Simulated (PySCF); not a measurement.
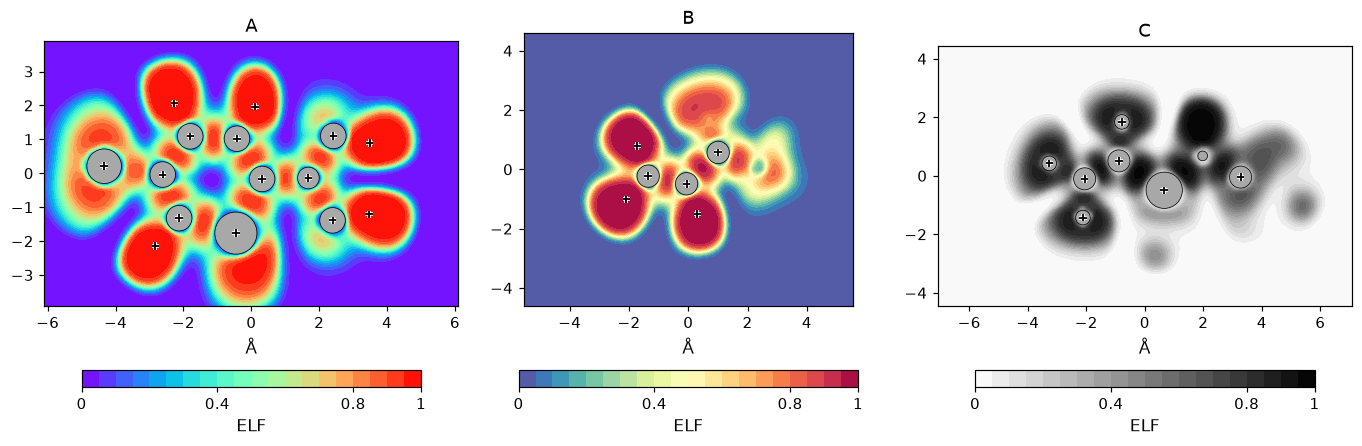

The ELF of 3 systems, each on a plane through atoms (crosses mark nuclei in the plane; grey discs cover the cores).

All numbers below come from PySCF, PBE0/pcSseg-1, SCF density, gas phase, non-relativistic.

System 1: C7H9ClNP, the plane of atoms C1, N2 and C3. Geometry: GFN2-xTB.

```yaml
atoms:
  - { symbol: C, position_ang: [-2.1462, 1.2564, -0.2042] }
  - { symbol: N, position_ang: [-1.3874, 0.0558, 0.0179] }
  - { symbol: C, position_ang: [-2.0737, -1.1969, 0.2047] }
  - { symbol: C, position_ang: [-0.0261, 0.1429, 0.0475] }
  - { symbol: C, position_ang: [0.7594, -0.9953, 0.2613] }
  - { symbol: C, position_ang: [2.1370, -1.0040, 0.3074] }
  - { symbol: C, position_ang: [2.9040, 0.1409, 0.1429] }
  - { symbol: Cl, position_ang: [4.6368, -0.0257, 0.2270] }
  - { symbol: C, position_ang: [2.3716, 1.3868, -0.0805] }
  - { symbol: P, position_ang: [0.6842, 1.7492, -0.1955] }
  - { symbol: H, position_ang: [-1.8821, 1.7070, -1.1678] }
  - { symbol: H, position_ang: [-1.9346, 1.9965, 0.5760] }
  - { symbol: H, position_ang: [-3.2102, 1.0346, -0.1996] }
  - { symbol: H, position_ang: [-3.1464, -1.0331, 0.1412] }
  - { symbol: H, position_ang: [-1.7933, -1.9213, -0.5663] }
  - { symbol: H, position_ang: [-1.8520, -1.6280, 1.1859] }
  - { symbol: H, position_ang: [0.2664, -1.9455, 0.4026] }
  - { symbol: H, position_ang: [2.6437, -1.9417, 0.4789] }
  - { symbol: H, position_ang: [3.0391, 2.2307, -0.1984] }
```

System 2: C5H6F3O2P, the plane of atoms F8, C7 and C9. Geometry: GFN2-xTB.

```xyz
17

C    -3.1069   -0.2936   -0.0049
C    -2.0984    0.5322    0.2015
C    -0.8606    0.5674   -0.6313
P     0.5248    0.1325    0.4793
O     0.6720    0.8629    1.7365
O     0.3881   -1.4456    0.6878
C     2.0137    0.2888   -0.6075
F     1.9140    1.0089   -1.7312
C     3.1641   -0.2285   -0.2105
F     4.3428   -0.1784   -0.8013
F     3.2235   -0.9359    0.9089
H    -3.1086   -0.9951   -0.8231
H    -3.9776   -0.2936    0.6272
H    -2.1087    1.2283    1.0294
H    -0.6717    1.5731   -1.0140
H    -0.9042   -0.1407   -1.4578
H     0.5867   -1.6706    1.6010
```

System 3: C7H12O (SMILES C=CC1(OC)CCC1), the plane of atoms C1, C2 and H11. Geometry: GFN2-xTB.

```xyz
20

C    -0.9027    2.2191   -0.4072
C    -0.1839    1.1692   -0.7601
C     0.1100    0.0094    0.1494
O    -0.8769   -0.1934    1.1380
C    -2.1221   -0.6303    0.6509
C     1.5196    0.1268    0.7812
C     2.0442   -0.8957   -0.2345
C     0.5985   -1.2554   -0.6036
H    -1.0745    3.0450   -1.0767
H    -1.3445    2.2857    0.5733
H     0.2737    1.1108   -1.7383
H    -2.5571    0.0855   -0.0552
H    -2.0422   -1.6057    0.1570
H    -2.7704   -0.7226    1.5207
H     1.5044   -0.2492    1.8006
H     1.9648    1.1184    0.7614
H     2.6474   -1.7055    0.1691
H     2.5827   -0.4278   -1.0562
H     0.3605   -1.3095   -1.6642
H     0.2634   -2.1642   -0.1087
```

### Which map belongs to which system?

Panel A is system 1, C7H9ClNP: the plane holds C, N, Cl, P and H. C–N (1.36 Å): the ELF peaks at about 0.90 between the atoms, as expected for localised, covalent bonding. Panel B is system 3, C7H12O: the plane holds C and H. C–C (1.32 Å): the ELF peaks at about 0.90 between the atoms (a short, multiple covalent bond). Panel C is system 2, C5H6F3O2P: the plane holds C, P and F. C–F (1.32 Å): the ELF peaks at about 0.85 between the atoms, as expected for a shared but strongly polarised pair.
